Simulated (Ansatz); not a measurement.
# Dielectric function and optical constants of PbF2 (Fluorocronite)

What colour and refractive index does PbF2 (Fluorocronite) have at this level of theory? The cell comes from an older database entry, whose edges can differ from later determinations, mostly by under a per cent.

Main program and level: Ansatz 0.2.0; DFT, PBE, plane-wave PAW, default files, scalar-relativistic, independent-particle optical response without local fields.

The database entry behind the starting cell differs from later determinations by our own check (0.1 to 0.3 % short, probably kX units), so it need not match the best structure at ambient conditions.

### 1. The structure

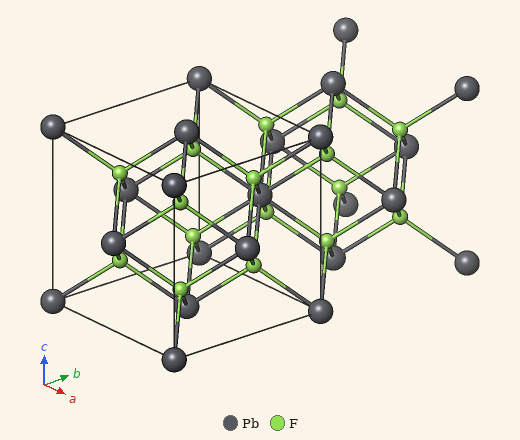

The cell as given, from a free direction (lead dark grey, fluorine green). 1×2×1 cells are drawn. This picture shows the conventional cell, with its axes. Some periodic images of atoms are drawn too.

### 2. Ground state and bands

The self-consistent density comes first; it also tells whether there is a gap, which decides the occupations and the need for a Drude term.

This step: DFT, PBE, plane-wave PAW, default files, scalar-relativistic, ground state (Ansatz 0.2.0).

input.yaml

```yaml
crystal:
  lattice:
    - [0.0, 2.96366, 2.96366]
    - [2.96366, 0.0, 2.96366]
    - [2.96366, 2.96366, 0.0]
  atoms:
    - { symbol: Pb, position: [0.0, 0.0, 0.0] }
    - { symbol: F, position: [0.75, 0.75, 0.75] }
    - { symbol: F, position: [0.25, 0.25, 0.25] }
kpoints:
  mp_grid: { grid: [7, 7, 7] }
  band_path:
    path:
      - [[0.0, 0.0, 0.0], [0.5, 0.0, 0.5], [0.5, 0.25, 0.75], [0.375, 0.375, 0.75], [0.0, 0.0, 0.0], [0.5, 0.5, 0.5], [0.625, 0.25, 0.625], [0.5, 0.25, 0.75], [0.5, 0.5, 0.5], [0.375, 0.375, 0.75]]
      - [[0.625, 0.25, 0.625], [0.5, 0.0, 0.5]]
    npoints: 6
scf:
  occupations: { method: fermi_dirac, width: 0.05 }
  n_extra_bands: 7
hamiltonian:
  xc: pbe
  pseudopotentials: { kind: paw }
output:
  forces: true
  stress: true
  populations: true
  write_bands: true
  write_density: true
  write_potential: true
  elf: true
  volumetric_format: npy
```

Started as:

```bash
> ansatz run input.yaml --threads 4 --pin off --max-ram 8192MiB --backend cpu --events-out ev --progress --plain --runs-dir out
```

Numbers of over 12 decimals in the logs are rounded to 6 here.

Log:

```text
scf.n_extra_bands = 7 over 14 filled bands (N_el = 28.0): the run solves 21 bands
Engine: ansatz 0.2.0, aarch64-unknown-linux-gnu
Pseudopotentials: kind: paw
Pseudopotential: Pb, paw, valence charge 14, recommended cutoff 420 eV (normal), Pb.paw.azcp
Pseudopotential: F, paw, valence charge 7, recommended cutoff 420 eV (normal), F.paw.azcp
Functional definition: PBE
  parameter kappa = 0.804
  parameter beta = 0.066725
  exchange = pbe_x(kappa = kappa, mu = beta*pi^2/3)
  correlation = pbe_c(beta = beta)
Crystal: 3 atoms, lattice volume = 52.061 Å³
Basis set: ecut = 420 eV, 965 PW (Γ), exchange–correlation on 60×60×60 points (8 copies of the dense FFT grid, shifted against one another)
Bands: 21, of which v1, the nominal top of the filled ones, is band 14 counted from 1 (13 counted from 0)
Symmetry: 48 space group operations
Space group: Fm-3m (ITA 225), of the structure as read, at distance tolerance 3.7e-5 Å
k-points: 20 of 343
Non-local potential: Pb, projectors of the file, l = 0: 2, l = 1: 2, l = 2: 2, l = 3: 2
Non-local potential: F, projectors of the file, l = 0: 2, l = 1: 2, l = 2: 1
PAW form: soft (Blöchl's): semilocal exchange-correlation on the pseudo side does not see the compensation charge
PAW one-centre angular grid: Pb, 590 points (default); XC on 64 Gauss nodes
PAW one-centre angular grid: F, 110 points (default); XC on 64 Gauss nodes
Initial density: superposition of atomic densities (neutral atoms: chi_scale 0, normalization atom), corrected by the library's trained network
Initial wavefunctions: pseudopotential atomic-orbital guess
Functional: x = pbe(κ = 0.804, μ = 0.219515), c = pbe(β = 0.066725)
SCF iter   1: F=—  HF=-13524.696278 eV  |F-HF|=—  |Δ(HF+E_count)|=         —  Δρ=4.60e-4  dr2=4.42e-5  ethr=1.77e-3  ⟨swp⟩=6.1  Hψ=2177  notcnv=0  defer=2
preconditioner: auto → none  [insulator: Δε(μ)=4.460 eV  Ē_g=20.463 eV  σ=0.050 eV  W_gap=1.00  n_scr=14 (ndim 8)  ℏωp=27.2 eV  f_vac=0.132  D(μ)=0.00/eV (n_scr^D=0)  ε∞_Penn≈2.8]
SCF iter   2: F=—  HF=-13524.695613 eV  |F-HF|=—  |Δ(HF+E_count)|=   6.66e-4  Δρ=3.88e-4  dr2=2.93e-5  ethr=1.58e-7  ⟨swp⟩=3.1  Hψ=1001  notcnv=0  defer=16
SCF iter   3: F=—  HF=-13524.695651 eV  |F-HF|=—  |Δ(HF+E_count)|=   3.87e-5  Δρ=1.81e-4  dr2=4.66e-6  ethr=1.05e-7  ⟨swp⟩=2.1  Hψ=522  notcnv=0  defer=16
SCF iter   4: F=—  HF=-13524.695692 eV  |F-HF|=—  |Δ(HF+E_count)|=   4.06e-5  Δρ=9.54e-5  dr2=3.13e-6  ethr=1.66e-8  ⟨swp⟩=2.0  Hψ=648  notcnv=0  defer=16
SCF iter   5: F=—  HF=-13524.695691 eV  |F-HF|=—  |Δ(HF+E_count)|=   9.14e-7  Δρ=2.69e-5  dr2=2.26e-7  ethr=1.12e-8  ⟨swp⟩=2.5  Hψ=639  notcnv=0  defer=16
SCF iter   6: F=-13524.695691 eV  HF=-13524.695691 eV  |F-HF|=7.26e-10  |Δ(HF+E_count)|=   9.26e-8  Δρ=3.52e-6  dr2=4.16e-9  ethr=3.57e-10  ⟨swp⟩=12.2  Hψ=3045  notcnv=0
SCF 1 converged in 6 iterations: F = -13524.695691 eV  dr2 = 4.16e-9
  greatest PAW one-centre occupation: 0.984 electrons in one spin orbital (limit 2), on the Pb atom at site 0 (counted from 0), in its partial waves of l = 2
NSCF: frozen V_eff on 62 k-points
SCF converged after 6 iterations
Free energy (F): -13524.695691 eV
Harris-Foulkes:  -13524.695691 eV  (|F-HF|=7.26e-10)
Internal energy: -13524.695691 eV  (E = F + TS)
E sigma→0 (E₀):  -13524.695691 eV
Fermi energy:    7.312598 eV
--- Per-component energies (eV) ---
  E_band       = -122.954808
  E_kinetic    = 698.663871
  E_local      = -2254.071742  (includes V_loc(G=0)·N_el)
  E_nonlocal   = 496.991467
  E_hartree    = 866.201131
  E_xc         = -381.863462
  E_vxc        = -338.430007  (∫ρ·V_xc dr)
  E_paw        = -10801.720379  (= ΣΔE_a)
  E_vpaw       = -458.516658  (= ΣTr[D̂ρ^β])
  E_aug_tail   = 0.004116  (compensation charges beyond the density's cutoff)
  E_ewald      = -2148.900692
  E_smearing   = -0.000000  (= −TS)
  E_closure    = 0.000000  (closes the sum)
  Σ components = -13524.695691   (vs F -13524.695691, Δ=0.00e0)
--- Forces (eV/Å), atoms counted from 1 ---
  atom   1  Pb    -0.00000000     0.00000000    -0.00000000
  atom   2  F      0.00000000     0.00000000    -0.00000000
  atom   3  F     -0.00000000    -0.00000000     0.00000000
  max |Σ_I F_I| component: 1.85e-17 eV/Å
--- Stress (GPa, compression-positive) ---
        2.683841       0.000000      -0.000000
        0.000000       2.683841       0.000000
       -0.000000      -0.000000       2.683841
  P = ⅓ Tr σ = 2.6838 GPa (26.838 kbar)
--- Band table (eV; the first three rows and the last of 20) ---
  k-point 0: bands = [... 10 lower, 2.5482, 3.0424, 3.0424, 3.0424, 11.8065, 11.8065, 11.8065, 15.6756, ... 3 higher]
  k-point 1: bands = [... 10 lower, 2.5078, 3.0108, 3.0108, 3.5531, 11.1577, 11.9703, 11.9703, 16.7923, ... 3 higher]
  k-point 2: bands = [... 10 lower, 2.4205, 2.9397, 2.9397, 4.3711, 10.3989, 12.3454, 12.3454, 18.1006, ... 3 higher]
  k-point 19: bands = [... 10 lower, 2.5646, 3.3682, 3.4821, 5.0196, 10.8234, 11.3113, 12.6608, 15.2111, ... 3 higher]
--- Löwdin populations: 3 sites ---
  site symbol       q [e]
     0     Pb     12.8430
     1      F      7.5391
     2      F      7.5391
  spilling = 0.002813 (of n_electrons = 28.000000)
```

Elapsed: 1.3 s, on 4 threads of Arm Neoverse V2, shared host; peak memory 0.32 GiB; 3.1 s of CPU time.

Read-outs, printed or worked out from the files:

| Property | Result |
| --- | --- |
| free energy | -13524.6957 eV |
| Fermi energy | 7.313 eV |
| gap by band count | 4.463 eV |
| electrons | 28 |
| symmetry operations | 48 |
| pressure | 2.684 GPa |
| gap on the k-mesh | 4.463 eV |
| volume | 52.06 Å³ |
| gap on the path | 4.419 eV |
| least direct gap on the path | 4.565 eV |

There is a gap, 4.42 eV on the path, so no carriers' term is needed. The cell is left with a pressure of 2.7 GPa, as it stands unrelaxed at this level.

The electronic bands at the labelled points (eV, zero at the Fermi level; v1 is the highest filled band, c1 the lowest empty one):

```csv
point,v4,v3,v2,v1,c1,c2,c3,c4
Γ,-4.76,-4.27,-4.27,-4.27,4.49,4.49,4.49,8.36
X,-3.85,-3.85,-3.85,-2.43,2.14,5.62,5.62,6.68
W,-4.97,-3.91,-3.79,-2.28,3.78,3.78,5.21,7.88
K,-4.36,-4.00,-3.86,-2.31,3.04,4.39,5.60,7.56
Γ,-4.76,-4.27,-4.27,-4.27,4.49,4.49,4.49,8.36
L,-4.97,-4.44,-4.44,-2.32,2.74,5.39,5.39,10.94
U,-4.36,-4.00,-3.86,-2.31,3.04,4.39,5.60,7.56
W,-4.97,-3.91,-3.79,-2.28,3.78,3.78,5.21,7.88
L,-4.97,-4.44,-4.44,-2.32,2.74,5.39,5.39,10.94
K,-4.36,-4.00,-3.86,-2.31,3.04,4.39,5.60,7.56
jump to U,-4.36,-4.00,-3.86,-2.31,3.04,4.39,5.60,7.56
X,-3.85,-3.85,-3.85,-2.43,2.14,5.62,5.62,6.68
```

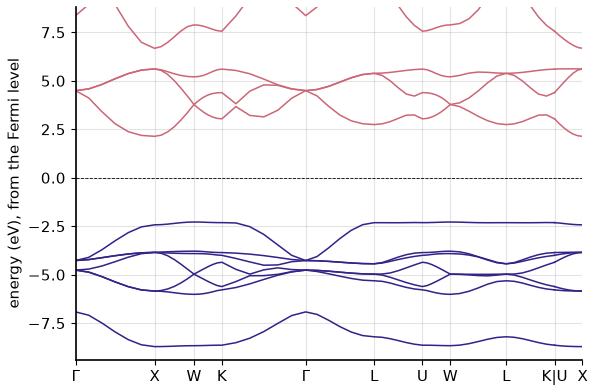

Electronic bands along the path; lines of filled and empty bands in two colours.

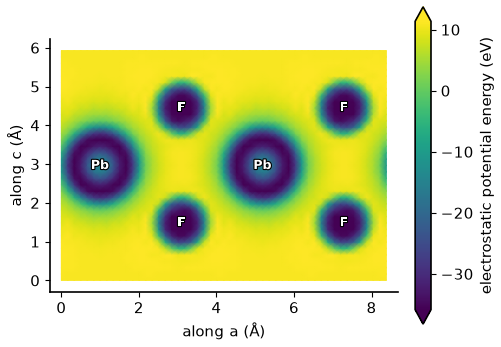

Electrostatic potential energy in the ac plane of a cell with a along [110], b along [-110] and c along [001] of the cube at fractional y = 0.000, with atoms of Pb and F within 0.2 Å of it. With pseudopotentials it is smooth inside the atoms' cores, unlike the true potential. The map starts off the cell's origin, so that atoms lie inside it.

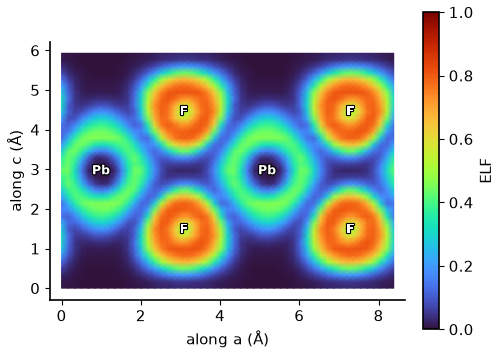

ELF in the ac plane of a cell with a along [110], b along [-110] and c along [001] of the cube at fractional y = 0.000, with atoms of Pb and F within 0.2 Å of it. It is the smooth field of the valence electrons, not physical close to the nuclei. The map starts off the cell's origin, so that atoms lie inside it.

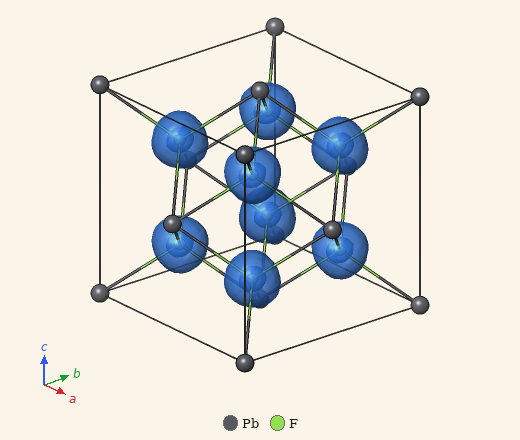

Surface of ELF = 0.73.

### 3. Spectrum

The spectrum is a sum over vertical transitions between filled and empty bands at the fixed density, so many empty bands are needed.

This step: DFT, PBE, plane-wave PAW, default files, scalar-relativistic, independent-particle optical response without local fields (Ansatz 0.2.0).

input.yaml, the sections that differ from step 2:

```yaml
kpoints:
  mp_grid: { grid: [7, 7, 7] }
scf:
  occupations: { method: fixed }
output:
  optics:
    e_range: [0, 22]
    de: 0.05
    sigma: 0.1
    nscf_kmesh: { grid: [10, 10, 10] }
    bands: { spectra_wanted_up_to: 22 }
# crystal, hamiltonian: as in step 2
```

Log:

```text
[...]
Crystal: 3 atoms, lattice volume = 52.061 Å³
Basis set: ecut = 420 eV, 965 PW (Γ)
Bands: 18, of which v1, the nominal top of the filled ones, is band 14 counted from 1 (13 counted from 0)
Symmetry: 48 space group operations
[...]
k-points: 20 of 343
[...]
SCF iter   1: F=—  HF=-13524.696398 eV  |F-HF|=—  |Δ(HF+E_count)|=         —  Δρ=4.73e-4  dr2=5.05e-5  ethr=1.77e-3  ⟨swp⟩=5.0  Hψ=1529  notcnv=0  defer=33
[...]
SCF iter   9: F=-13524.695762 eV  HF=-13524.695762 eV  |F-HF|=3.64e-12  |Δ(HF+E_count)|=  1.09e-11  Δρ=1.05e-7  dr2=2.98e-12  ethr=1.00e-12  ⟨swp⟩=2.0  Hψ=701  notcnv=0
SCF 1 converged in 9 iterations: F = -13524.695762 eV  dr2 = 2.98e-12
[...]
NSCF: frozen V_eff on 47 k-points
[...]
output.optics: what the bands over the 42 summed would add to eps1, eps2 and the energy-loss function is held between a lower and an upper bound (7 Lanczos steps). eps1, eps2 and their loss function (loss_summed_bands) are given on every row as the summed bands alone make them. Along an axis, on a row where the two bounds hold the loss function to about 1 % of the greater of itself and 0.5 % of |1/eps|, its cell (loss_completed) is given, with the completed eps1 and eps2 that it is formed of (a cell that is left empty reads nan in the table and null in the record). The two bounds hold it so along every axis on all 441 rows up to 22.000 eV. [rest of the remark cut]
SCF converged after 9 iterations
Free energy (F): -13524.695762 eV
[...]
Internal energy: -13524.695762 eV  (E = F + TS)
E sigma→0 (E₀):  -13524.695762 eV
Fermi energy:    5.019579 eV
[...]
--- Band table (eV; the first three rows and the last of 20) ---
  k-point 0: bands = [... 10 lower, 2.5481, 3.0424, 3.0424, 3.0424, 11.8065, 11.8065, 11.8065, 15.6756]
  k-point 1: bands = [... 10 lower, 2.5078, 3.0108, 3.0108, 3.5531, 11.1578, 11.9704, 11.9704, 16.7923]
  k-point 2: bands = [... 10 lower, 2.4205, 2.9397, 2.9397, 4.3711, 10.3990, 12.3455, 12.3455, 18.1007]
  k-point 19: bands = [... 10 lower, 2.5646, 3.3682, 3.4821, 5.0196, 10.8234, 11.3114, 12.6608, 15.2111]
```

The job ended after 6.6 s (4 threads; peak memory 0.73 GiB; 24 s of CPU time).

Read-outs, printed or worked out from the files:

| Quantity | Value |
| --- | --- |
| electronic dielectric constant ε∞, mean over x, y and z (by symmetry where fewer were run) | 3.722 |
| absorption onset, first axis (α over 10⁴ cm⁻¹, or the direct gap if that lies higher) | 4.565 eV |
| main peak of Im epsilon, first axis | 7.835 eV |
| least direct gap on the mesh | 4.565 eV |
| bands summed | 42 |
| spectra valid up to | 34.35 eV |
| program's estimate of the k-sum error in Im epsilon | 0.06 % |
| electrons in the f-sum | 19.73 |

The Im ε, any direction has structure finer than the step of the table below, so its rows give means over 2 eV, whole bins alone (the curve runs from 0 to 22 eV). Peaks (eV: height): 5.4: 7.41, 7.2: 6.57, 7.8: 8.06, 9.4: 5.26, 10.9: 2.76, 13.1: 1.79, 19.6: 1.70.

Table of Im ε, any direction by photon energy; means over each step:

```csv
photon energy (eV),"Im ε, any direction"
2,0
4,0.229
6,4.03
8,4.17
10,2.44
12,1.14
14,0.920
16,0.765
18,1.34
20,1.01
```

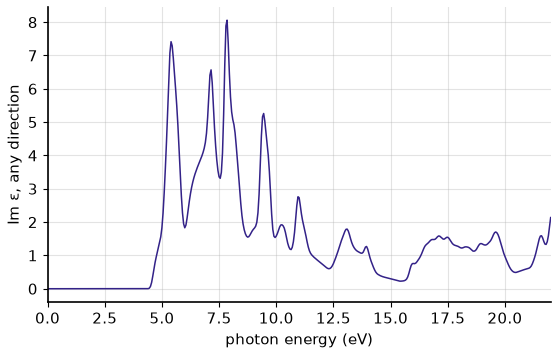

Im ε, any direction, plotted against photon energy.

Re ε, any direction against photon energy:

```csv
photon energy (eV),"Re ε, any direction"
0,3.72
2,3.93
4,5.05
6,3.26
8,-0.577
10,-0.0680
12,0.457
14,0.303
16,1.77
18,0.949
20,0.116
22,0.673
```

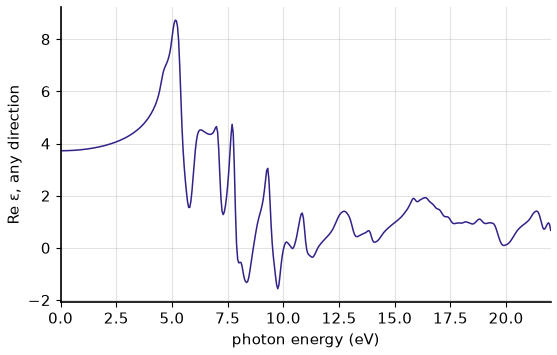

Re ε, any direction against photon energy.

The reflectivity at normal incidence, any direction has structure finer than the step of the table below, so its rows give means over 1 eV, whole bins alone (the curve runs from 0 to 22 eV). Peaks (eV: height): 5.4: 30.7, 7.2: 29.2, 7.9: 36.7, 9.8: 40.0, 11.3: 24.6, 13.2: 12.5, 19.9: 15.7.

The reflectivity at normal incidence, any direction by photon energy; means over each step:

```csv
photon energy (eV),"reflectivity at normal incidence, any direction (%)"
1,10.3
2,10.9
3,12.1
4,15.0
5,24.5
6,18.8
7,23.1
8,31.5
9,16.4
10,25.6
11,17.4
12,7.85
13,8.50
14,8.68
15,0.979
16,3.61
17,7.47
18,7.09
19,7.10
20,11.3
21,2.97
```

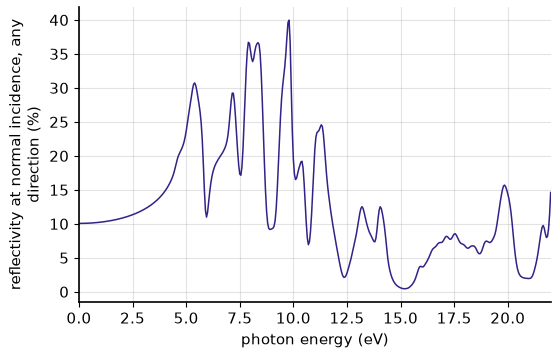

Reflectivity at normal incidence, any direction, plotted against photon energy.

Values under 1 per cm are given as 1. The absorption coefficient, any direction by photon energy:

```csv
photon energy (eV),"absorption coefficient, any direction (1/cm)"
0.00,1
2.00,1
4.00,1
6.00,3.0e5
8.00,1.4e6
10.00,9.2e5
12.00,5.6e5
14.00,9.6e5
16.00,4.5e5
18.00,1.0e6
20.00,1.3e6
22.00,2.0e6
```

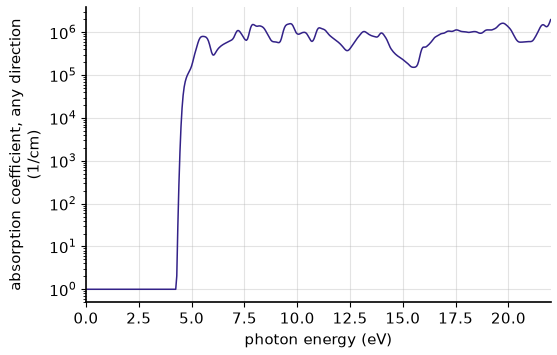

Absorption coefficient, any direction against photon energy.

The refractive index n and extinction k by photon energy:

```csv
photon energy (eV),n,k
0,1.93,0
2,1.98,0
4,2.25,0
6,1.87,0.489
8,1.61,1.78
10,0.870,0.908
12,0.816,0.457
14,0.875,0.680
16,1.36,0.279
18,1.12,0.558
20,0.739,0.656
22,1.21,0.885
```

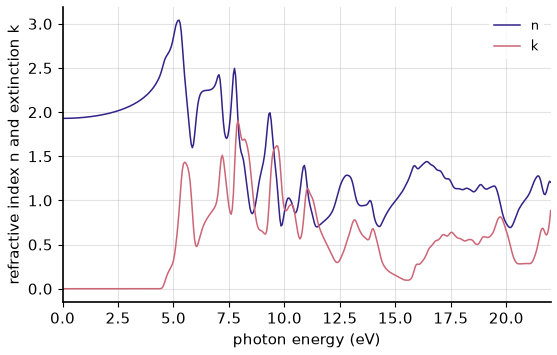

Refractive index n and extinction k against photon energy.

From ε follow the optical constants at some laser and lamp lines:

```csv
wavelength (nm),n,k,R (%),1/α
1550,1.94,0.000,10.2,over 1 mm
1064,1.95,0.000,10.3,over 1 mm
450,2.04,0.000,11.7,over 1 mm
405,2.07,0.000,12.2,over 1 mm
365,2.12,0.000,12.9,over 1 mm
248,2.85,0.320,23.6,62 nm
193,2.24,0.755,19.1,20 nm
```

A film 1 µm thick would pass 80 % of daylight and look colourless in transmission (x = 0.314, y = 0.331).

The f-sum over the summed bands holds 19.7 of the cell's 28 electrons outside the frozen cores, 14 of which lie in bands more than 12 eV below the Fermi level, whose transitions come at higher energies. Up to 22 eV the strength has a mean oscillator energy of 9.7 eV, and these transitions give 88 % of ε∞ − 1 along x; the rest comes from higher ones.

[end of part 1 of 2]

[Logs are printed without paths, hosts, clocks, repeated set-up lines and the standing remarks that a program may print on its own settings, such as how far it seeks lower states.]

[Hosts, paths, dates, database ids (printed as entryN), source tags and the programs' standing remarks are cut or masked in the printed files.]
